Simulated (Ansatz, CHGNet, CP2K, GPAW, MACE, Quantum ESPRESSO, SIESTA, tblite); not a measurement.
## Twisted Ti2CO2 MXene bilayer, 21.79° (70 atoms): runs against a plane-wave reference

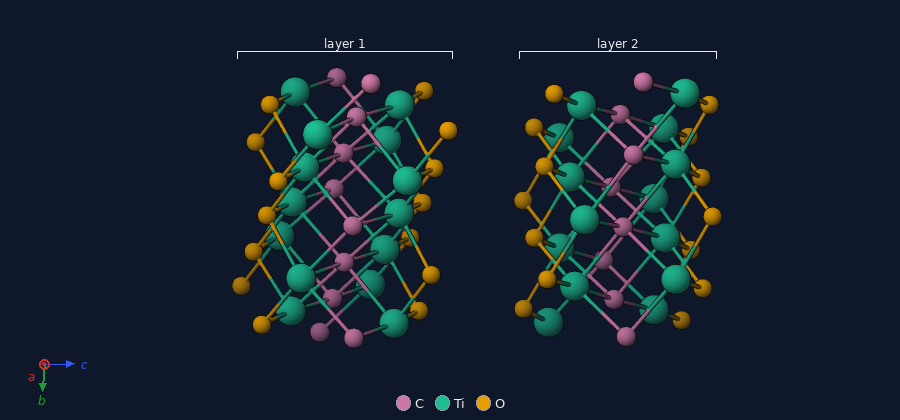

The cell (carbon pink, titanium teal, oxygen orange). Some periodic images of atoms are drawn too.

The cell holds 70 atoms: 14 C, 28 Ti and 28 O. Cell: a = 8.017 Å, b = 8.017 Å, c = 23.860 Å, α = 90.0°, β = 90.0°, γ = 120.0°. It derives from Ti2CO2 (Ti2CO2 MXene). Ti2CO2 MXene (a = 3.03 Å) under Ti2CO2 MXene (a = 3.03 Å), bilayer, commensurate cell of 7 unit cells a layer, twist 21.79 deg; facing planes 2.98 Å apart; 12 Å of vacuum; layers as built, displaced by a Gaussian of 0.01 Å. Then every atom was moved at random, 0.03 Å r.m.s. a Cartesian component. Regions: layer 1, 35 atoms (7 C, 14 Ti and 14 O); layer 2, 35 atoms (7 C, 14 Ti and 14 O). Vacuum lies along c.

Geometry: as built.

The reference, a calculation:

```
method                                           : Kohn-Sham DFT, PBE, PAW, plane waves (Ansatz 0.2.0); cutoff 420 eV, Γ point, fermi-dirac smearing of 0.05 eV; PAW set soft_2
r.m.s. force component                           : 0.5018 eV/Å
longest force                                    : 1.989 eV/Å
gap (highest filled to lowest empty level) : 0.4857 eV
SCF cycles                                       : 12
time                                             : 22 s on 4 threads of Arm Neoverse V1, shared host
CPU time                                         : 82 s
```

Runs, in no order:
A. CP2K PBE, DZVP-UZH, 800/50 Ry, diagonalisation: Kohn-Sham DFT, PBE, GTH-PBE pseudopotentials, Gaussian and plane waves, DZVP-MOLOPT (UZH set), diagonalisation
B. CP2K PBE, DZVP-UZH, 280/50 Ry, diagonalisation: Kohn-Sham DFT, PBE, GTH-PBE pseudopotentials, Gaussian and plane waves, DZVP-MOLOPT (UZH set), diagonalisation
C. QE PBE, sssp-1.3.0-efficiency, 60/480 Ry: Kohn-Sham DFT, PBE, SSSP efficiency 1.3.0 pseudopotentials, plane waves
D. CP2K PBE+D3(BJ), DZVP-UZH, 800/50 Ry, diagonalisation: Kohn-Sham DFT, PBE+D3(BJ), GTH-PBE pseudopotentials, Gaussian and plane waves, DZVP-MOLOPT (UZH set), diagonalisation
E. QE PBE, sssp-1.3.0-efficiency, 30/240 Ry: Kohn-Sham DFT, PBE, SSSP efficiency 1.3.0 pseudopotentials, plane waves

**Question.** Rank the runs by how far their forces lie from the reference's, least first.

C, E, A, D, B.

```tsv
run	Δ force, r.m.s. (meV/Å)	share of r.m.s. force (%)	CPU time
C. QE PBE, sssp-1.3.0-efficiency, 60/480 Ry	4.28	0.853	38 min
E. QE PBE, sssp-1.3.0-efficiency, 30/240 Ry	19.8	3.94	14 min
A. CP2K PBE, DZVP-UZH, 800/50 Ry, diagonalisation	37.5	7.47	12 min
D. CP2K PBE+D3(BJ), DZVP-UZH, 800/50 Ry, diagonalisation	53.2	10.6	13 min
B. CP2K PBE, DZVP-UZH, 280/50 Ry, diagonalisation	89.2	17.8	9.4 min
```

The runs have no spin polarisation, so moments on Ti can't form, and no Hubbard term. The electronic-structure runs sample only Γ, in a cell whose shortest periodic width is 7 Å.

[Logs are printed without paths, hosts, clocks, repeated set-up lines and the standing remarks that a program may print on its own settings, such as how far it seeks lower states.]

[Hosts, paths, dates, database ids (printed as entryN), source tags and the programs' standing remarks are cut or masked in the printed files.]
